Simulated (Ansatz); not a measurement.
# O: one contact scaled

How do energy and force answer when the O1–O2 bond of O is squeezed or stretched? The runs shown use PAW. Its runs: shortest bond scaled by 1 (PAW); shortest bond scaled by 1.1 (PAW); shortest bond scaled by 0.82 (PAW); shortest bond scaled by 0.76 (PAW); shortest bond scaled by 0.58 (PAW).

Computed with Ansatz 0.2.0 (DFT, PBEsol, PAW with Ansatz's default frozen-core files, scalar-relativistic, unless a step's input says otherwise).

## 1. The structure to begin with

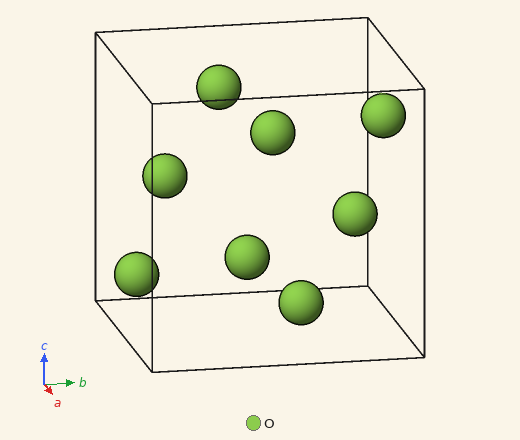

The starting structure, seen slightly off an axis (oxygen green). The cell drawn here is the conventional one.

Structure file:

```cif
data_structure
_symmetry_space_group_name_H-M 'Fd-3m:1'
_symmetry_Int_Tables_number 227
_cell_length_a 4.7914
_cell_length_b 4.7914
_cell_length_c 4.7914
_cell_angle_alpha 90.000
_cell_angle_beta 90.000
_cell_angle_gamma 90.000
_cell_volume 110.00
loop_
_atom_site_label
_atom_site_type_symbol
_atom_site_symmetry_multiplicity
_atom_site_Wyckoff_symbol
_atom_site_fract_x
_atom_site_fract_y
_atom_site_fract_z
_atom_site_occupancy
O1 O 8 b 0.00000 0.50000 0.00000 1
```

The file gives the conventional cell by its symmetry; the runs use the cell typed in the input.

Atoms are numbered in the order of the input: O1, O2.

## 2. Shortest bond scaled by 1, PAW

Contents of input.yaml:

```yaml
crystal:
  lattice:
    - [0.0, 2.3957099285, 2.3957099285]
    - [2.3957099285, 0.0, 2.3957099285]
    - [2.3957099285, 2.3957099285, 0.0]
  atoms:
    - { symbol: O, position: [-0.125, -0.125, -0.125] }
    - { symbol: O, position: [0.125, 0.125, 0.125] }
kpoints:
  mp_grid: { grid: [11, 11, 11] }
scf:
  occupations: { method: fermi_dirac, width: 0.05 }
hamiltonian:
  xc: pbesol
  pseudopotentials: { kind: paw }
output:
  forces: true
  stress: true
  eigenvalues: true
  populations: true
  write_density: true
  write_potential: true
  elf: true
  volumetric_format: npy
```

On the command line:

```console
> ansatz run input.yaml --threads 1 --pin off --max-ram 2048MiB --backend cpu --events-out ev --progress --plain --runs-dir out
```

What it wrote, cut to the lines that bear on the results:

```text
[...]
Pseudopotentials: kind: paw
Pseudopotential: O, paw, valence charge 6, recommended cutoff 420 eV (normal)
Functional definition: PBEsol
[...]
Crystal: 2 atoms, lattice volume = 27.500 Å³
Basis set: ecut = 420 eV, 537 PW (Γ), exchange–correlation on 48×48×48 points (8 copies of the dense FFT grid, shifted against one another)
Bands: 10, of which v1, the nominal top of the filled ones, is band 6 counted from 1 (5 counted from 0)
Symmetry: 48 space group operations
Space group: Fd-3m (ITA 227), of the structure as read, at distance tolerance 3.0e-5 Å
k-points: 56 of 1331
[...]
SCF iter   1: F=—  HF=-1112.272476 eV  |F-HF|=—  |Δ(HF+E_count)|=         —  Δρ=5.90e-3  dr2=4.43e-3  ethr=1.77e-3  ⟨swp⟩=4.9  Hψ=3110  notcnv=0
[...]
SCF iter   6: F=-1112.276749 eV  HF=-1112.276749 eV  |F-HF|=2.50e-12  |Δ(HF+E_count)|=  2.71e-10  Δρ=1.49e-7  dr2=4.43e-12  ethr=2.32e-12  ⟨swp⟩=3.3  Hψ=2426  notcnv=0
[...]
SCF converged after 6 iterations
Free energy (F): -1112.276749 eV
[...]
E sigma→0 (E₀):  -1112.270407 eV
Entropy (-TS):   -0.012684 eV (-6.342 meV/atom)
Fermi energy:    -0.420465 eV
[...]
--- Forces (eV/Å), atoms counted from 1 ---
  atom   1  O      0.00000000     0.00000000     0.00000000
  atom   2  O      0.00000000     0.00000000    -0.00000000
[...]
--- Stress (GPa, compression-positive) ---
      -20.378584      -0.000000       0.000000
       -0.000000     -20.378584      -0.000000
        0.000000      -0.000000     -20.378584
  P = ⅓ Tr σ = -20.3786 GPa (-203.786 kbar)
--- Band table (eV; the first three rows and the last of 56) ---
  k-point 0: bands = ["-19.6022", "-14.5636", "-3.1659", "-3.1659", "-3.1659", "-0.7808", "-0.7808", "-0.7808", "8.7127", "21.5220"]
[...]
--- Löwdin populations: 2 sites ---
  site symbol       q [e]
     0      O      5.9956
     1      O      5.9956
  spilling = 0.000739 (of n_electrons = 12.000000)
```

Wall time 1.4 s (1 thread of Arm Neoverse V1, shared host); peak memory 0.26 GiB.

This run gives: pressure -20.38 GPa; no gap.

The fields are shown in the conventional cell of this run's space group, carried over from its grid by interpolation.

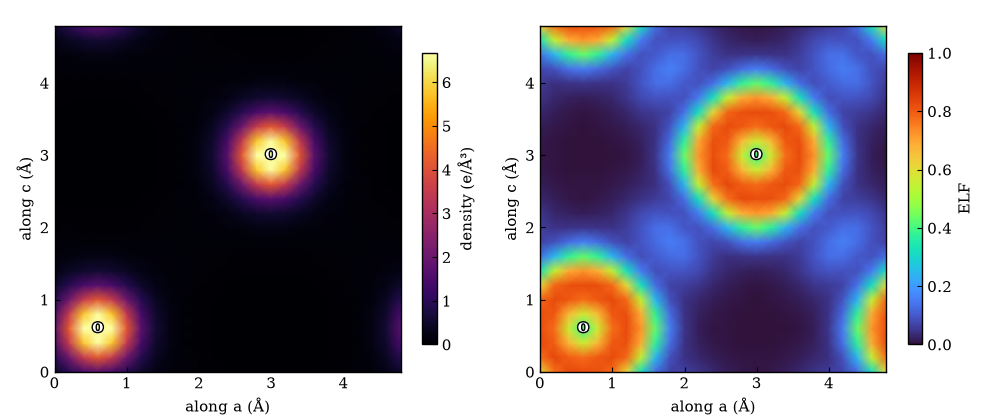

Density (left) and ELF (right) in a lattice plane of the grid's cell (edges 4.79 and 4.79 Å, at 0.125 of the third edge), which holds O. Only atoms in the plane are labelled; the density scale stops at 6.67 e/Å³. Both are smooth fields of the valence electrons: close to the nuclei they are not physical.

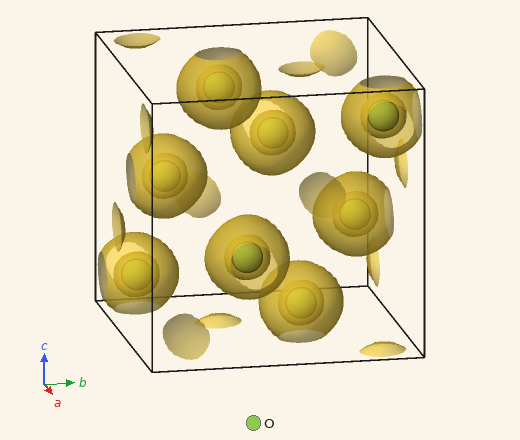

Surface of ELF = 0.77, drawn in one cell.

Outside the cores ELF peaks at 0.83 in the shell around O, 0.6 Å from O.

## 3. Shortest bond scaled by 1.1, PAW

input.yaml, as its differences from that of step 2:

```diff
@@ -6,4 +6,4 @@
   atoms:
-    - { symbol: O, position: [-0.125, -0.125, -0.125] }
-    - { symbol: O, position: [0.125, 0.125, 0.125] }
+    - { symbol: O, position: [-0.0875, -0.1375, -0.1375] }
+    - { symbol: O, position: [0.0875, 0.1375, 0.1375] }
 kpoints:
@@ -20,5 +20 @@
   populations: true
-  write_density: true
-  write_potential: true
-  elf: true
-  volumetric_format: npy
```

On the command line:

```console
> ansatz run input.yaml --threads 1 --pin off --max-ram 2048MiB --backend cpu --events-out ev --progress --plain --runs-dir out
```

What it wrote, cut to the lines that bear on the results:

```text
[...]
Pseudopotentials: kind: paw
Pseudopotential: O, paw, valence charge 6, recommended cutoff 420 eV (normal)
Functional definition: PBEsol
[...]
Crystal: 2 atoms, lattice volume = 27.500 Å³
Basis set: ecut = 420 eV, 537 PW (Γ), exchange–correlation on 48×48×48 points (8 copies of the dense FFT grid, shifted against one another)
Bands: 10, of which v1, the nominal top of the filled ones, is band 6 counted from 1 (5 counted from 0)
Symmetry: 12 space group operations
Space group: R-3m (ITA 166), of the structure as read, at distance tolerance 3.0e-5 Å
k-points: 146 of 1331
[...]
SCF iter   1: F=—  HF=-1112.456107 eV  |F-HF|=—  |Δ(HF+E_count)|=         —  Δρ=9.79e-3  dr2=9.86e-3  ethr=1.77e-3  ⟨swp⟩=4.9  Hψ=8089  notcnv=0
[...]
SCF iter   6: F=-1112.457538 eV  HF=-1112.457538 eV  |F-HF|=3.91e-11  |Δ(HF+E_count)|=   1.83e-8  Δρ=2.17e-6  dr2=3.82e-10  ethr=2.33e-10  ⟨swp⟩=1.4  Hψ=4484  notcnv=0
[...]
SCF converged after 6 iterations
Free energy (F): -1112.457538 eV
[...]
E sigma→0 (E₀):  -1112.453153 eV
Entropy (-TS):   -0.008770 eV (-4.385 meV/atom)
Fermi energy:    -0.408803 eV
[...]
--- Forces (eV/Å), atoms counted from 1 ---
  atom   1  O     -0.64826585     0.64826585     0.64826585
  atom   2  O      0.64826585    -0.64826585    -0.64826585
[...]
--- Stress (GPa, compression-positive) ---
      -21.716175      -9.625699      -9.625699
       -9.625699     -21.716175       9.625699
       -9.625699       9.625699     -21.716175
  P = ⅓ Tr σ = -21.7162 GPa (-217.162 kbar)
--- Band table (eV; the first three rows and the last of 146) ---
  k-point 0: bands = ["-19.6867", "-14.5176", "-3.7767", "-3.7767", "-1.9459", "-1.5390", "-0.4138", "-0.4138", "8.6847", "20.4690"]
[...]
--- Löwdin populations: 2 sites ---
  site symbol       q [e]
     0      O      5.9950
     1      O      5.9950
  spilling = 0.000831 (of n_electrons = 12.000000)
```

Wall time 2.8 s (1 thread of Arm Neoverse V1, shared host); peak memory 0.3 GiB.

Result: pressure -21.72 GPa; no gap; largest force 1.123 eV/Å.

## 4. Shortest bond scaled by 0.82, PAW

input.yaml, as its differences from that of step 3:

```diff
@@ -6,4 +6,4 @@
   atoms:
-    - { symbol: O, position: [-0.0875, -0.1375, -0.1375] }
-    - { symbol: O, position: [0.0875, 0.1375, 0.1375] }
+    - { symbol: O, position: [-0.1925, -0.1025, -0.1025] }
+    - { symbol: O, position: [0.1925, 0.1025, 0.1025] }
 kpoints:
@@ -20 +20,5 @@
   populations: true
+  write_density: true
+  write_potential: true
+  elf: true
+  volumetric_format: npy
```

On the command line:

```console
> ansatz run input.yaml --threads 1 --pin off --max-ram 2048MiB --backend cpu --events-out ev --progress --plain --runs-dir out
```

What it wrote, cut to the lines that bear on the results:

```text
[...]
Pseudopotentials: kind: paw
Pseudopotential: O, paw, valence charge 6, recommended cutoff 420 eV (normal)
Functional definition: PBEsol
[...]
Crystal: 2 atoms, lattice volume = 27.500 Å³
Basis set: ecut = 420 eV, 537 PW (Γ), exchange–correlation on 48×48×48 points (8 copies of the dense FFT grid, shifted against one another)
Bands: 10, of which v1, the nominal top of the filled ones, is band 6 counted from 1 (5 counted from 0)
Symmetry: 12 space group operations
Space group: R-3m (ITA 166), of the structure as read, at distance tolerance 3.0e-5 Å
k-points: 146 of 1331
[...]
SCF iter   1: F=—  HF=-1113.364680 eV  |F-HF|=—  |Δ(HF+E_count)|=         —  Δρ=1.38e-2  dr2=2.00e-2  ethr=1.77e-3  ⟨swp⟩=5.0  Hψ=8609  notcnv=0
[...]
SCF iter   6: F=-1113.357763 eV  HF=-1113.357763 eV  |F-HF|=1.16e-9  |Δ(HF+E_count)|=   3.12e-8  Δρ=2.16e-6  dr2=4.08e-10  ethr=8.33e-10  ⟨swp⟩=6.1  Hψ=6491  notcnv=0
[...]
SCF converged after 6 iterations
Free energy (F): -1113.357763 eV
[...]
E sigma→0 (E₀):  -1113.353692 eV
Entropy (-TS):   -0.008142 eV (-4.071 meV/atom)
Fermi energy:    -0.631139 eV
[...]
--- Forces (eV/Å), atoms counted from 1 ---
  atom   1  O      3.15229575    -3.15229575    -3.15229575
  atom   2  O     -3.15229575     3.15229575     3.15229575
[...]
--- Stress (GPa, compression-positive) ---
      -24.966401      19.923752      19.923752
       19.923752     -24.966401     -19.923752
       19.923752     -19.923752     -24.966401
  P = ⅓ Tr σ = -24.9664 GPa (-249.664 kbar)
--- Band table (eV; the first three rows and the last of 146) ---
  k-point 0: bands = ["-20.2158", "-14.2118", "-5.4719", "-1.9476", "-1.9476", "-1.9285", "-1.9285", "1.6462", "8.5946", "20.5704"]
[...]
--- Löwdin populations: 2 sites ---
  site symbol       q [e]
     0      O      5.9911
     1      O      5.9911
  spilling = 0.001490 (of n_electrons = 12.000000)
```

Wall time 3 s (1 thread of Arm Neoverse V1, shared host); peak memory 0.3 GiB.

In short: pressure -24.97 GPa; no gap; largest force 5.460 eV/Å.

The fields are shown in the conventional cell of this run's space group, carried over from its grid by interpolation.

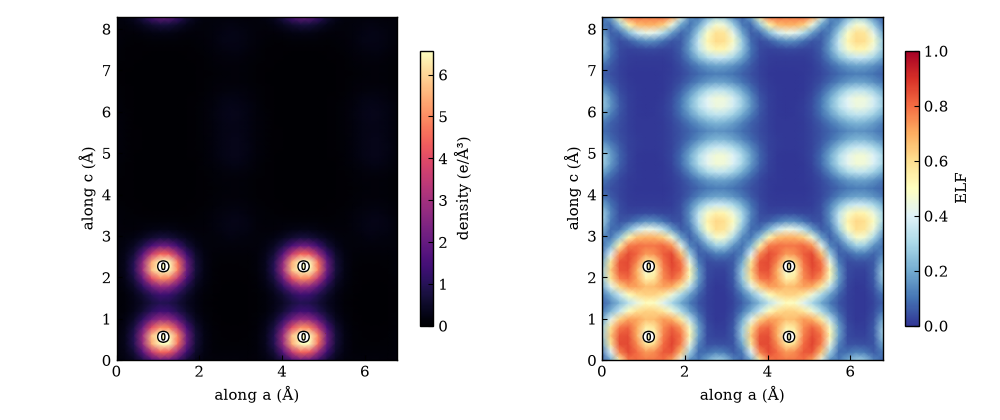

Density (left) and ELF (right) in a lattice plane of the grid's cell (edges 3.39 and 8.30 Å, at 0.167 of the third edge), which holds O. Only atoms in the plane are labelled. Both are smooth fields of the valence electrons: close to the nuclei they are not physical.

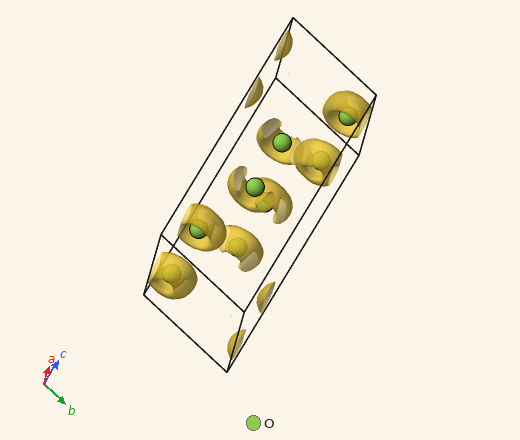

Surface of ELF = 0.81, drawn in one cell.

The highest ELF values outside the cores: 0.87 in the shell around O, 0.7 Å from O; 0.87 beside O, off the lines to its neighbours, 0.6 Å from O.

## 5. Shortest bond scaled by 0.76, PAW

input.yaml, as its differences from that of step 4:

```diff
@@ -6,4 +6,4 @@
   atoms:
-    - { symbol: O, position: [-0.1925, -0.1025, -0.1025] }
-    - { symbol: O, position: [0.1925, 0.1025, 0.1025] }
+    - { symbol: O, position: [-0.215, -0.095, -0.095] }
+    - { symbol: O, position: [0.215, 0.095, 0.095] }
 kpoints:
@@ -20,5 +20 @@
   populations: true
-  write_density: true
-  write_potential: true
-  elf: true
-  volumetric_format: npy
```

On the command line:

```console
> ansatz run input.yaml --threads 1 --pin off --max-ram 2048MiB --backend cpu --events-out ev --progress --plain --runs-dir out
```

What it wrote, cut to the lines that bear on the results:

```text
[...]
Pseudopotentials: kind: paw
Pseudopotential: O, paw, valence charge 6, recommended cutoff 420 eV (normal)
Functional definition: PBEsol
[...]
Crystal: 2 atoms, lattice volume = 27.500 Å³
Basis set: ecut = 420 eV, 537 PW (Γ), exchange–correlation on 48×48×48 points (8 copies of the dense FFT grid, shifted against one another)
Bands: 10, of which v1, the nominal top of the filled ones, is band 6 counted from 1 (5 counted from 0)
Symmetry: 12 space group operations
Space group: R-3m (ITA 166), of the structure as read, at distance tolerance 3.0e-5 Å
k-points: 146 of 1331
[...]
SCF iter   1: F=—  HF=-1114.127118 eV  |F-HF|=—  |Δ(HF+E_count)|=         —  Δρ=1.28e-2  dr2=2.15e-2  ethr=1.77e-3  ⟨swp⟩=4.7  Hψ=8094  notcnv=0
[...]
SCF iter   6: F=-1114.119911 eV  HF=-1114.119911 eV  |F-HF|=5.45e-10  |Δ(HF+E_count)|=   1.67e-8  Δρ=2.48e-6  dr2=7.63e-10  ethr=6.85e-10  ⟨swp⟩=2.0  Hψ=5017  notcnv=0
[...]
SCF converged after 6 iterations
Free energy (F): -1114.119911 eV
[...]
E sigma→0 (E₀):  -1114.116022 eV
Entropy (-TS):   -0.007779 eV (-3.889 meV/atom)
Fermi energy:    -0.488905 eV
[...]
--- Forces (eV/Å), atoms counted from 1 ---
  atom   1  O      3.85801052    -3.85801052    -3.85801052
  atom   2  O     -3.85801052     3.85801052     3.85801052
[...]
--- Stress (GPa, compression-positive) ---
      -25.037429      22.698462      22.698462
       22.698462     -25.037429     -22.698462
       22.698462     -22.698462     -25.037429
  P = ⅓ Tr σ = -25.0374 GPa (-250.374 kbar)
--- Band table (eV; the first three rows and the last of 146) ---
  k-point 0: bands = ["-20.8691", "-13.8320", "-6.1407", "-2.5113", "-2.5113", "-1.4187", "-1.4187", "3.0645", "8.5061", "20.2846"]
[...]
--- Löwdin populations: 2 sites ---
  site symbol       q [e]
     0      O      5.9862
     1      O      5.9862
  spilling = 0.002301 (of n_electrons = 12.000000)
```

It took 2.9 s on 1 thread of Arm Neoverse V1, shared host; peak memory 0.3 GiB.

This run gives: pressure -25.04 GPa; no gap; largest force 6.682 eV/Å.

## 6. Shortest bond scaled by 0.58, PAW

input.yaml, as its differences from that of step 5:

```diff
@@ -6,4 +6,4 @@
   atoms:
-    - { symbol: O, position: [-0.215, -0.095, -0.095] }
-    - { symbol: O, position: [0.215, 0.095, 0.095] }
+    - { symbol: O, position: [-0.2825, -0.0725, -0.0725] }
+    - { symbol: O, position: [0.2825, 0.0725, 0.0725] }
 kpoints:
```

On the command line:

```console
> ansatz run input.yaml --threads 1 --pin off --max-ram 2048MiB --backend cpu --events-out ev --progress --plain --runs-dir out
```

What it wrote, cut to the lines that bear on the results:

```text
[...]
Pseudopotentials: kind: paw
Pseudopotential: O, paw, valence charge 6, recommended cutoff 420 eV (normal)
Functional definition: PBEsol
[...]
Crystal: 2 atoms, lattice volume = 27.500 Å³
Basis set: ecut = 420 eV, 537 PW (Γ), exchange–correlation on 48×48×48 points (8 copies of the dense FFT grid, shifted against one another)
Bands: 10, of which v1, the nominal top of the filled ones, is band 6 counted from 1 (5 counted from 0)
Symmetry: 12 space group operations
Space group: R-3m (ITA 166), of the structure as read, at distance tolerance 3.0e-5 Å
k-points: 146 of 1331
[...]
SCF iter   1: F=—  HF=-1116.087372 eV  |F-HF|=—  |Δ(HF+E_count)|=         —  Δρ=1.11e-2  dr2=2.03e-2  ethr=1.77e-3  ⟨swp⟩=5.2  Hψ=8678  notcnv=0
[...]
SCF iter   6: F=-1116.082047 eV  HF=-1116.082047 eV  |F-HF|=4.76e-10  |Δ(HF+E_count)|=   2.83e-8  Δρ=3.13e-6  dr2=1.67e-9  ethr=8.33e-10  ⟨swp⟩=4.9  Hψ=6504  notcnv=0
[...]
SCF converged after 6 iterations
Free energy (F): -1116.082047 eV
[...]
E sigma→0 (E₀):  -1116.075913 eV
Entropy (-TS):   -0.012269 eV (-6.134 meV/atom)
Fermi energy:    1.235825 eV
[...]
--- Forces (eV/Å), atoms counted from 1 ---
  atom   1  O     -0.46088207     0.46088207     0.46088207
  atom   2  O      0.46088207    -0.46088207    -0.46088207
[...]
--- Stress (GPa, compression-positive) ---
       -0.282810       0.236132       0.236132
        0.236132      -0.282810      -0.236132
        0.236132      -0.236132      -0.282810
  P = ⅓ Tr σ = -0.2828 GPa (-2.828 kbar)
--- Band table (eV; the first three rows and the last of 146) ---
  k-point 0: bands = ["-25.8499", "-11.7443", "-7.6361", "-5.3035", "-5.3035", "0.9037", "0.9037", "8.2802", "11.3570", "19.5434"]
[...]
--- Löwdin populations: 2 sites ---
  site symbol       q [e]
     0      O      5.9462
     1      O      5.9462
  spilling = 0.008972 (of n_electrons = 12.000000)
```

It took 2.8 s on 1 thread of Arm Neoverse V1, shared host; peak memory 0.3 GiB.

This run gives: pressure -0.28 GPa; no gap; largest force 0.798 eV/Å.

## 7. All runs together

Force along the bond: half the difference of the two atoms' forces, positive where it pushes them apart.

```
method  length (Å)  F from the given length (eV/cell)  force along the bond (eV/Å)  pressure (GPa)  largest force (eV/Å)
   PAW       1.203                             -3.805                        0.798           -0.28                 0.798
   PAW       1.577                             -1.843                       -6.682          -25.04                 6.682
   PAW       1.701                             -1.081                       -5.460          -24.97                 5.460
   PAW       2.075                              0.000                        0.000          -20.38                 0.000
   PAW       2.282                             -0.181                        1.123          -21.72                 1.123
```

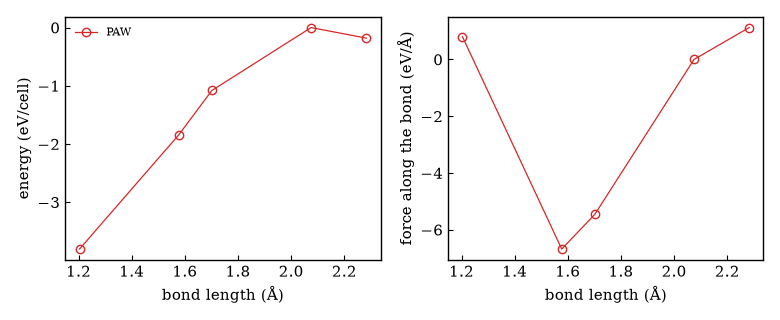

Energy and force against the bond's length.

## 8. Results

| quantity | value |
| --- | --- |
| force along the bond, positive apart, at 1.203 Å (PAW) | 0.80 eV/Å |
| length at zero force (straight line) | 1.24 Å |

**Reading.** At 1.20 Å the force along the bond is 0.80 eV/Å by PAW, and the energy stands -3.81 eV over the given length. A straight line between 1.20 and 1.58 Å puts zero force near 1.24 Å, a rough figure over so wide a step. With two atoms in the cell whole sublattices move, so the other contacts between the two sublattices change too; at scales over 1 some of them become the shortest. Solid oxygen carries moments on its molecules; these runs leave spin out.
